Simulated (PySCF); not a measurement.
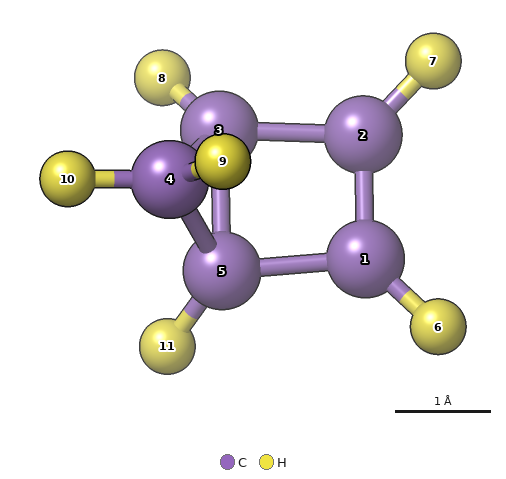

Figure 1. The input geometry (ball-and-stick view, seen at a tilt; atoms are numbered from 1 in the order of the input).

**C₅H₆: energy and gradient calculation**

The run: energy and gradient calculation of C₅H₆, SMILES C1=CC2CC12. Method and program: PBE0/def2-SVP, RKS (PySCF 2.14.0).

The geometry comes from this level: GFN2-xTB. Figures and captions count atoms from 1; the log counts them from 0 in places.

## Input (calc.py)
```python
# Bicyclo[2.1.0]pent-2-ene
from pyscf import gto, dft

system = gto.M(
    atom=[
    ('C', (-0.786060, 0.266670, -1.052750)),
    ('C', (-0.834240, -0.933340, -0.479180)),
    ('C', (0.483590, -0.740670, 0.241240)),
    ('C', (0.359150, 0.502140, 1.082050)),
    ('C', (0.537500, 0.620810, -0.408060)),
    ('H', (-1.450680, 0.841250, -1.669300)),
    ('H', (-1.553130, -1.730000, -0.442170)),
    ('H', (1.262350, -1.469460, 0.374090)),
    ('H', (-0.595760, 0.750580, 1.523930)),
    ('H', (1.211150, 0.761550, 1.697100)),
    ('H', (1.366120, 1.130480, -0.866950)),
],
    verbose=3,
    max_memory=1860,
    basis='def2-svp',
)

mf = dft.RKS(system, xc='pbe0')
mf.conv_tol = 1e-10
mf.grids.level = 5
mf.kernel()
if not mf.converged:
    mf = mf.newton().run(mf.mo_coeff, mf.mo_occ)

e_tot = mf.e_tot
print('E(%s) = %.9f' % ('PBE0', e_tot))
grad = mf.nuc_grad_method().kernel()
mf.analyze()
```

Launch command:
```bash
OMP_NUM_THREADS=1 python calc.py
```

## Log
```
converged SCF energy = -193.655725669752
E(PBE0) = -193.655725670
--------------- RKS gradients ---------------
         x                y                z
0 C    -0.0100498201    -0.0049352377     0.0039083923
1 C    -0.0096325971     0.0071087046    -0.0014253130
2 C     0.0122607088    -0.0067953431    -0.0004594960
3 C    -0.0042508973     0.0011276866     0.0018875043
4 C     0.0121010465     0.0030046920    -0.0046564329
5 H     0.0105533082    -0.0074028754     0.0065882528
6 H     0.0110215719     0.0088078930    -0.0012989719
7 H    -0.0110487854     0.0063961595    -0.0002833249
8 H     0.0094875283    -0.0020465346    -0.0034729603
9 H    -0.0094532042    -0.0020046328    -0.0049478795
10 H    -0.0109884766    -0.0032601595     0.0041610271
----------------------------------------------
**** MO energy ****
MO #1   energy= -10.2413739764747  occ= 2
MO #2   energy= -10.2411175120828  occ= 2
MO #3   energy= -10.2410594732877  occ= 2
MO #4   energy= -10.2322954158451  occ= 2
MO #5   energy= -10.2314056107655  occ= 2
MO #6   energy= -0.938437008802599 occ= 2
MO #7   energy= -0.750320585161552 occ= 2
MO #8   energy= -0.640626118553329 occ= 2
MO #9   energy= -0.603475288477575 occ= 2
MO #10  energy= -0.535967521236507 occ= 2
MO #11  energy= -0.522410921005811 occ= 2
MO #12  energy= -0.470896136108497 occ= 2
MO #13  energy= -0.449842531689062 occ= 2
MO #14  energy= -0.373953499131806 occ= 2
MO #15  energy= -0.349181786951078 occ= 2
MO #16  energy= -0.327169431680047 occ= 2
MO #17  energy= -0.319309438874074 occ= 2
MO #18  energy= -0.232447664251013 occ= 2
MO #19  energy= 0.00694174583585072 occ= 0
MO #20  energy= 0.0923912318819071 occ= 0
MO #21  energy= 0.114591403286404  occ= 0
MO #22  energy= 0.125745512665883  occ= 0
MO #23  energy= 0.131039239168844  occ= 0
MO #24  energy= 0.141826139715064  occ= 0
MO #25  energy= 0.147345068996731  occ= 0
MO #26  energy= 0.163176301062975  occ= 0
MO #27  energy= 0.209689695088128  occ= 0
MO #28  energy= 0.235595089247422  occ= 0
MO #29  energy= 0.236260188612311  occ= 0
MO #30  energy= 0.305871645056497  occ= 0
MO #31  energy= 0.387380868483133  occ= 0
MO #32  energy= 0.396064682178943  occ= 0
MO #33  energy= 0.421573739271235  occ= 0
MO #34  energy= 0.465842795039884  occ= 0
MO #35  energy= 0.49990353476406   occ= 0
MO #36  energy= 0.50001138668342   occ= 0
MO #37  energy= 0.537182963531849  occ= 0
MO #38  energy= 0.563351420385359  occ= 0
MO #39  energy= 0.583099113135068  occ= 0
MO #40  energy= 0.598689914330893  occ= 0
MO #41  energy= 0.611276105670009  occ= 0
MO #42  energy= 0.649291412494776  occ= 0
MO #43  energy= 0.670092674179598  occ= 0
MO #44  energy= 0.676407671202743  occ= 0
MO #45  energy= 0.683340337576159  occ= 0
MO #46  energy= 0.698775427063439  occ= 0
MO #47  energy= 0.713554455914938  occ= 0
MO #48  energy= 0.723865531851219  occ= 0
MO #49  energy= 0.732893652912179  occ= 0
MO #50  energy= 0.740192829169316  occ= 0
MO #51  energy= 0.752478734276082  occ= 0
MO #52  energy= 0.793302265552736  occ= 0
MO #53  energy= 0.838235689536361  occ= 0
MO #54  energy= 0.873707128478475  occ= 0
MO #55  energy= 0.882233427298714  occ= 0
MO #56  energy= 1.13301514448601   occ= 0
MO #57  energy= 1.21997527311533   occ= 0
MO #58  energy= 1.29787532273712   occ= 0
MO #59  energy= 1.35782103034804   occ= 0
MO #60  energy= 1.36022390243409   occ= 0
MO #61  energy= 1.50883559810297   occ= 0
MO #62  energy= 1.53238754155775   occ= 0
MO #63  energy= 1.54004488758922   occ= 0
MO #64  energy= 1.56920372261964   occ= 0
MO #65  energy= 1.60532288550831   occ= 0
MO #66  energy= 1.65772098232081   occ= 0
MO #67  energy= 1.71887940489747   occ= 0
MO #68  energy= 1.72592157391389   occ= 0
MO #69  energy= 1.75963740212176   occ= 0
MO #70  energy= 1.76308089420939   occ= 0
MO #71  energy= 1.81519002914906   occ= 0
MO #72  energy= 1.82996143687534   occ= 0
MO #73  energy= 1.86658183821484   occ= 0
MO #74  energy= 1.94803525769856   occ= 0
MO #75  energy= 1.98017690474001   occ= 0
MO #76  energy= 1.99659975785178   occ= 0
MO #77  energy= 2.02433687824685   occ= 0
MO #78  energy= 2.05955879192724   occ= 0
MO #79  energy= 2.06881154077542   occ= 0
MO #80  energy= 2.165411710616     occ= 0
MO #81  energy= 2.17578080126398   occ= 0
MO #82  energy= 2.18579153410339   occ= 0
MO #83  energy= 2.2422303128509    occ= 0
MO #84  energy= 2.24891045920728   occ= 0
MO #85  energy= 2.27895688020872   occ= 0
MO #86  energy= 2.32595042258748   occ= 0
MO #87  energy= 2.48362696250463   occ= 0
MO #88  energy= 2.5198684989424    occ= 0
MO #89  energy= 2.54253588108126   occ= 0
MO #90  energy= 2.58268833988473   occ= 0
MO #91  energy= 2.69530005310273   occ= 0
MO #92  energy= 2.72270464940608   occ= 0
MO #93  energy= 2.76484469298516   occ= 0
MO #94  energy= 2.80435207990866   occ= 0
MO #95  energy= 2.84170464035837   occ= 0
MO #96  energy= 2.98423148508335   occ= 0
MO #97  energy= 3.0747553194656    occ= 0
MO #98  energy= 3.13071358718715   occ= 0
MO #99  energy= 3.15310042069606   occ= 0
MO #100 energy= 3.5471348553372    occ= 0
 ** Mulliken atomic charges  **
charge of    0C =     -0.12457
charge of    1C =     -0.12450
charge of    2C =     -0.10443
charge of    3C =     -0.18790
charge of    4C =     -0.10434
charge of    5H =      0.10672
charge of    6H =      0.10672
charge of    7H =      0.11105
charge of    8H =      0.10607
charge of    9H =      0.10429
charge of   10H =      0.11090
Dipole moment(X, Y, Z, Debye):  0.27687,  0.10254,  0.24102
```

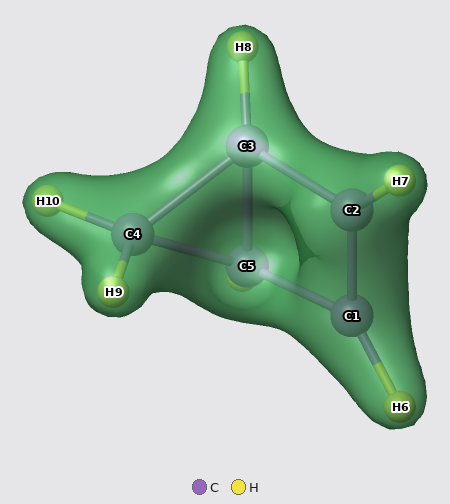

Figure 2. Isosurface of the electron density at 1 e/Å³ (green), seen at a tilt. At this value the surface is in one piece. On the grid the lowest density along these lines, outside the cores, is 2.3 e/Å³ (C–C, 1.33 Å), 1.9 e/Å³ (C–H, 1.07 Å) and 1.6 e/Å³ (C–C, 1.51 Å).

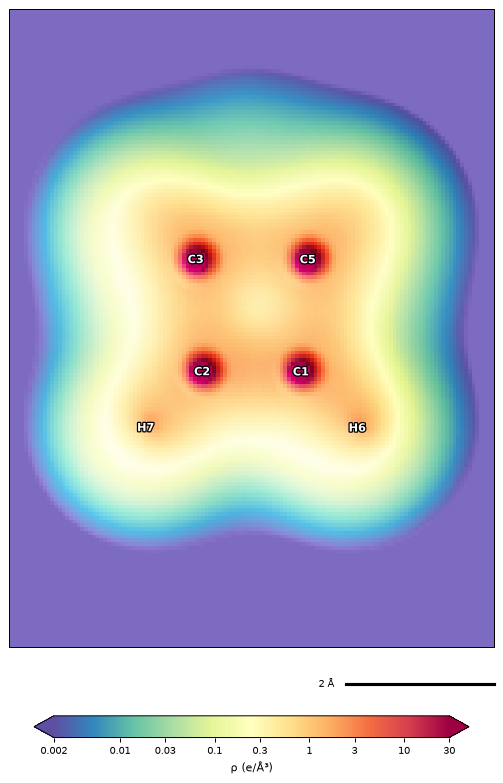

Figure 3. Electron density on the plane of atoms C2, C3 and C5. The plane passes through C and H nuclei. C–C (1.33 Å): ρ at the midpoint is about 2.3 e/Å³. C–C (1.51 Å): ρ is about 1.7 e/Å³ halfway.

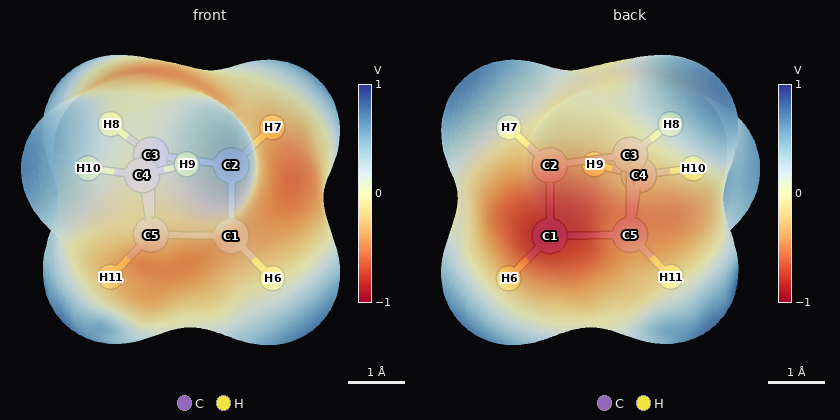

Figure 4. The electrostatic potential painted on the density surface at 0.002 e/bohr³, seen at a tilt and from behind; the colour scale runs from red (negative) to blue (positive). A positive charge is drawn to the negative regions and a negative charge to the positive ones. Its dipole moment is 0.38 D.

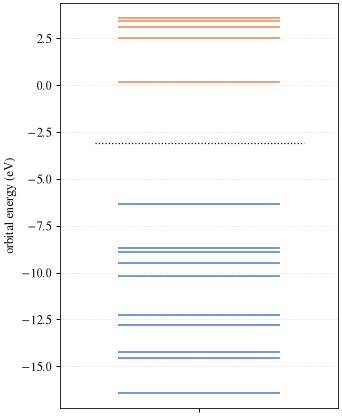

Figure 5. Orbital energies near the frontier; the dotted line parts filled from empty levels, and levels within 0.02 eV of each other stand side by side. Highest filled −6.33 eV, lowest empty 0.19 eV, 6.52 eV apart.

## Key numbers

```tsv
quantity	value
outcome	converged
total energy	−193.655726 hartree
basis functions	100
largest force	0.744 eV/Å
HOMO	−6.33 eV
LUMO	0.19 eV
dipole moment	0.38 D
hardware	1 thread of Arm Neoverse V2, 24 GiB of memory available, shared host
wall time	37 s
peak memory	1 GiB
```
